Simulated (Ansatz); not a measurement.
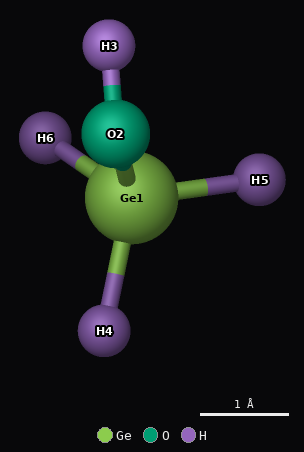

This is the input geometry for a relaxation of GeH4O. Style: ball-and-stick. Shown from a free direction.

The run prepares the start of a later molecular dynamics calculation, from a guessed geometry.

The calculation used RKS B3LYP-D4/def2-SVP in Ansatz.

Input
```yaml
crystal:
  periodic: [false, false, false]
  atoms:
    - { symbol: Ge, position_ang: [0.0, 0.0, 0.0] }
    - { symbol: O, position_ang: [0.0, 0.0, 1.77] }
    - { symbol: H, position_ang: [-0.9095, -0.2814, 2.1071] }
    - { symbol: H, position_ang: [1.4616, 0.0, -0.5162] }
    - { symbol: H, position_ang: [-0.73, 1.2648, -0.5162] }
    - { symbol: H, position_ang: [-0.73, -1.2648, -0.5162] }
basis:
  gaussian: { orbitals: def2-SVP }
hamiltonian:
  xc: b3lyp
  dispersion: d4
relax:
  f_tol: 0.02
  max_steps: 40
```

Command:
```bash
ansatz run input.yaml --threads 1 --pin off --max-ram 2048MiB --backend cpu --events-out ev --progress --plain --runs-dir out
```

**What does the optimiser find from here?**

The atom that moves furthest after the best rigid fit is H3 (0.15 Å). Largest moves by element: H 0.15 Å, O 0.10 Å, Ge 0.05 Å. Some distances before and after: O2–H3 1.010 → 0.966 Å, Ge1–O2 1.770 → 1.792 Å, Ge1–H4 1.550 → 1.536 Å. Bond angles that change, for instance: O2–Ge1–H4 109.5° → 104.2°, Ge1–O2–H3 109.5° → 112.8°. Over 5 geometry steps the energy falls by 7.14 kJ/mol. Largest force component: 1.8 eV/Å at the start, 0.002 eV/Å at the end. Cost: 9.3 s on 1 thread of Arm Neoverse V2 (shared host), peak memory 0.12 GiB.

Final geometry:

```xyz
6

Ge   -0.0236   -0.0255   -0.0304
O     0.0155   -0.1012    1.7597
H    -0.8667   -0.1412    2.1513
H     1.4564    0.0203   -0.4373
H    -0.7689    1.2452   -0.5037
H    -0.7205   -1.2790   -0.6111
```

The end point in the same view:

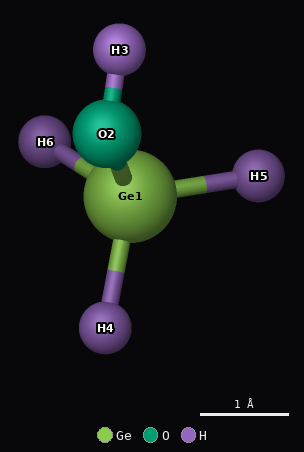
